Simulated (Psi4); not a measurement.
**C2H3BF (SMILES C=[C]BF) at UB3LYP/6-31G(d) (Cartesian functions)**

Aim: the vertical electron affinity of C2H3BF at UB3LYP/6-31G* (Cartesian functions), from 2 runs. 

Program for the calculation: Psi4 1.11.

## (1) The molecule

C2H3BF has 7 atoms, charge 0, and is taken as a doublet. As SMILES, `C=[C]BF`. Geometry: relaxed at GFN2-xTB.

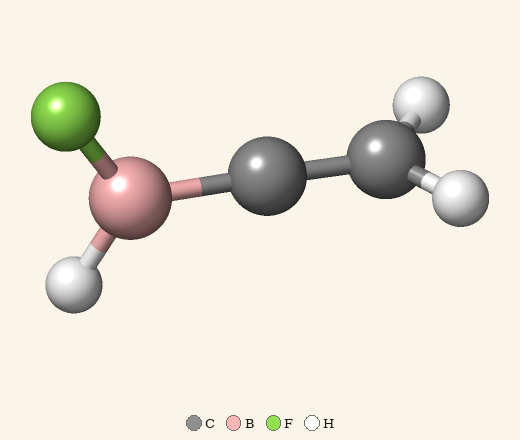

Viewed from a chosen angle; carbon grey, boron pink, fluorine green, hydrogen white.

## (2) The energy at UB3LYP/6-31G(d) (Cartesian functions)

Contents of calc.inp:

```
memory 1.6 GB

molecule geom {
  0 2
  C     -0.739240     1.166810     0.113650
  C     -0.055700     0.085330     0.002100
  B      0.727900    -1.161970    -0.160850
  F      1.279660    -1.738220     0.911270
  H     -0.299040     2.156100     0.042360
  H     -1.809590     1.177770     0.290350
  H      0.896010    -1.685820    -1.198900
  symmetry c1
  no_reorient
  no_com
}

set {
  basis                6-31G*
  reference            uks
  puream               false
  e_convergence        1e-09
  d_convergence        1e-08
  scf_type             pk
  dft_radial_points    99
  dft_spherical_points 590
  maxiter              200
}

energy('b3lyp')
print_variables()
```

Command:

```sh
$ psi4 -n 1 calc.inp calc.out
```

calc.out:

```text
[...]
  Running in c1 symmetry.
[...]
  Nuclear repulsion =   88.617305522116666
[...]
  Multiplicity = 2
[...]
  Nalpha       = 15
  Nbeta        = 14
[...]
    Number of basis functions: 66
[...]
   @UKS iter   1:  -202.51797114955028   -5.25375e-01   8.28305e-03 ADIIS/DIIS
[...]
   @UKS iter  13:  -202.67566818177335   -3.55271e-12   5.97454e-09 DIIS
[...]
   @S^2 Observed:                7.559523885E-01
[...]
    Orbital Energies [Eh]
    ---------------------
    Alpha Occupied:
       1A    -24.694249     2A    -10.214886     3A    -10.207629
       4A     -6.798147     5A     -1.194215     6A     -0.788172
       7A     -0.611599     8A     -0.527366     9A     -0.473390
      10A     -0.466831    11A     -0.456264    12A     -0.440206
      13A     -0.344368    14A     -0.296819    15A     -0.242448
    Alpha Virtual:
      16A     -0.005436    17A      0.024351    18A      0.117486
      19A      0.181144    20A      0.195220    21A      0.224482
      22A      0.279650    23A      0.310669    24A      0.394713
      25A      0.409159    26A      0.433439    27A      0.550998
[...]
  @UKS Final Energy:  -202.67566818177335
   => Energetics <=
    Nuclear Repulsion Energy =             88.6173055221166663
    One-Electron Energy =                -452.0292901384166271
    Two-Electron Energy =                 182.1537031019685742
    DFT Exchange-Correlation Energy =     -21.4173866674419742
    Empirical Dispersion Energy =           0.0000000000000000
    VV10 Nonlocal Energy =                  0.0000000000000000
    Total Energy =                       -202.6756681817733465
[...]
 Multipole Moments:
 ------------------------------------------------------------------------------------
     Multipole            Electronic (a.u.)      Nuclear  (a.u.)        Total (a.u.)
 ------------------------------------------------------------------------------------
 L = 1.  Multiply by 2.5417464519 to convert [e a0] to [Debye]
 Dipole X            :        -17.7673505           17.3366876           -0.4306628
 Dipole Y            :         23.8564911          -23.2302899            0.6262012
 Dipole Z            :        -13.8011999           13.6541972           -0.1470026
 Magnitude           :                                                    0.7740854
[...]
```

It took 17 s on 1 thread of Intel Xeon Platinum 8375C at 2.90GHz (Ice Lake), shared host; peak memory 0.9 GiB.

## (3) The singlet anion: energy and gradient at B3LYP/6-31G(d) (Cartesian functions)

Contents of c2h3bf.xyz:

```xyz
7
C2H3BF
C     -0.739240     1.166810     0.113650
C     -0.055700     0.085330     0.002100
B      0.727900    -1.161970    -0.160850
F      1.279660    -1.738220     0.911270
H     -0.299040     2.156100     0.042360
H     -1.809590     1.177770     0.290350
H      0.896010    -1.685820    -1.198900
```

Contents of c2h3bf_ase.py:

```python
import numpy as np
from ase.calculators.psi4 import Psi4
from ase.io import read

a = read('c2h3bf.xyz')
calc = Psi4(atoms=a, method='b3lyp', basis='6-31G*', memory='1600MB', num_threads=1, charge=-1, multiplicity=1, label='psi4-calc')
calc.psi4.set_options({'puream': False, 'e_convergence': 1e-09, 'd_convergence': 1e-08, 'scf_type': 'pk', 'dft_radial_points': 99, 'dft_spherical_points': 590})
a.calc = calc

forces = a.get_forces()
print(f'energy: {a.get_potential_energy():.6f} eV')
print('forces / eV A^-1')
print(np.round(forces, 5))
```

Command:

```sh
$ python c2h3bf_ase.py
```

psi4-calc.dat:

```text
[...]
  Running in c1 symmetry.
[...]
  Nuclear repulsion =   88.617305522116666
[...]
  Multiplicity = 1
[...]
  Nalpha       = 15
  Nbeta        = 15
[...]
    Number of basis functions: 66
[...]
   @RKS iter   1:  -202.35157557850528   -3.58980e-01   1.18870e-02 ADIIS/DIIS
[...]
   @RKS iter  12:  -202.70543154698768   -1.22213e-12   2.20425e-09 DIIS
[...]
    Orbital Energies [Eh]
    ---------------------
    Doubly Occupied:
       1A    -24.443240     2A     -9.952618     3A     -9.903719
       4A     -6.512742     5A     -0.949251     6A     -0.511012
       7A     -0.333622     8A     -0.280229     9A     -0.218248
      10A     -0.209645    11A     -0.199637    12A     -0.195459
      13A     -0.092497    14A     -0.035197    15A      0.061802
[...]
  @RKS Final Energy:  -202.70543154698768
   => Energetics <=
    Nuclear Repulsion Energy =             88.6173055221166663
    One-Electron Energy =                -459.5223574658409689
    Two-Electron Energy =                 189.8689186625330194
    DFT Exchange-Correlation Energy =     -21.6692982657964244
    Empirical Dispersion Energy =           0.0000000000000000
    VV10 Nonlocal Energy =                  0.0000000000000000
    Total Energy =                       -202.7054315469876826
[...]
 Multipole Moments:
 ------------------------------------------------------------------------------------
     Multipole            Electronic (a.u.)      Nuclear  (a.u.)        Total (a.u.)
 ------------------------------------------------------------------------------------
 L = 1.  Multiply by 2.5417464519 to convert [e a0] to [Debye]
 Dipole X            :          3.5968296           -3.3842497            0.2125799
 Dipole Y            :         -4.9807435            4.7604221           -0.2203215
 Dipole Z            :          2.1953027           -1.7760239            0.4192788
 Magnitude           :                                                    0.5191594
[...]
  -Total Gradient:
     Atom            X                  Y                   Z
    ------   -----------------  -----------------  -----------------
       1        0.013426049936    -0.021682803482    -0.001926152983
       2       -0.042016042570     0.068639860348     0.014732853932
       3        0.043038787947    -0.064004638067     0.008599878107
       4       -0.024791340799     0.028882786030    -0.036518482430
       5       -0.002202377729    -0.017094184065     0.000236281202
       6        0.016328884277    -0.005037017870    -0.002856784187
       7       -0.003793869318     0.010306101668     0.017709383961
[...]
```

Standard output:

```text
energy: -5515.895747 eV
forces / eV A^-1
[[-0.6904   1.11497  0.09905]
 [ 2.16055 -3.5296  -0.75759]
 [-2.21314  3.29125 -0.44222]
 [ 1.27482 -1.48521  1.87786]
 [ 0.11325  0.87902 -0.01215]
 [-0.83966  0.25901  0.1469 ]
 [ 0.19509 -0.52996 -0.91065]]
```

Run time: 13 s. Hardware: 1 thread of Intel Xeon Platinum 8375C at 2.90GHz (Ice Lake), shared host; peak memory 0.91 GiB.

## (4) Results

At UB3LYP/6-31G* (Cartesian functions):

| quantity | value |
| --- | --- |
| doublet C2H3BF: total energy | -202.67567 Eh |
| doublet C2H3BF: dipole moment | 1.97 D |
| doublet C2H3BF: HOMO energy (highest over α and β) | -6.60 eV |
| doublet C2H3BF: LUMO energy (lowest over α and β) | -3.29 eV |
| doublet C2H3BF: ⟨S²⟩ | 0.756 |
| singlet anion: total energy | -202.70543 Eh |
| singlet anion: HOMO energy | 1.68 eV |
| singlet anion: LUMO energy | 6.94 eV |
| singlet anion: HOMO–LUMO gap (to an unbound level, set by the basis) | 5.26 eV |
| singlet anion: largest force on an atom | 4.207 eV/Å |
| vertical electron affinity (to the singlet anion) | 0.810 eV |

**Reading.** At fixed nuclei the extra electron is bound by 0.81 eV (78.1 kJ/mol). The basis has no diffuse functions, so the error can be as large as this value. The HOMO (singlet anion) lies at positive energy, 1.68 eV; only total energies tell whether the electron is bound.
